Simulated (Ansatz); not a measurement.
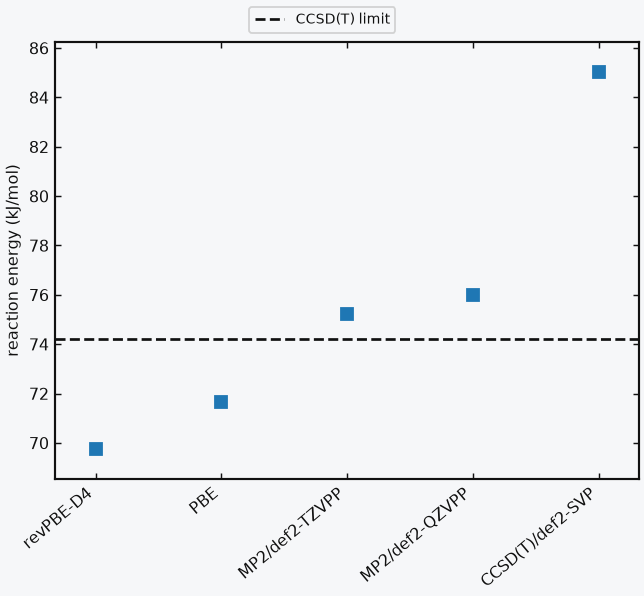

Electronic reaction energy of YHOF₂ ([OH][Y]([F])[F]) + NH₃ (N) → YNH₂F₂ ([NH2][Y]([F])[F]) + H₂O (O) (SMILES in brackets) at several levels (functionals in def2-TZVPP unless a basis is named), isolated molecules at PBE0-D4 triple-zeta geometries, minima by their frequencies, no zero-point or thermal terms, the Ansatz code 0.2.0. The line is frozen-core CCSD(T) at the basis limit (MP2 extrapolated from triple and quadruple zeta, plus CCSD(T) less MP2 in a smaller set). No dispersion term is added to PBE. The distance of MP2/def2-TZVPP, MP2/def2-QZVPP and CCSD(T)/def2-SVP to the limit includes basis error. Core potentials past Kr.

> Which level comes closest to the line (CCSD(T) limit), and which misses most?

Closest MP2/def2-TZVPP (75.2 kJ/mol), against 74.2 kJ/mol; farthest CCSD(T)/def2-SVP (85.0 kJ/mol).

> What do zero-point energy and temperature add?

Zero-point change −2.6 kJ/mol; at 298.15 K and 1 bar the CCSD(T) limit plus thermal terms gives an enthalpy of reaction of 71.9 and a free energy of 72.8 kJ/mol (harmonic PBE0-D4 modes, ideal gas).

Note: outer-core shells are correlated without core-valence functions, which makes the correlated values less sure.
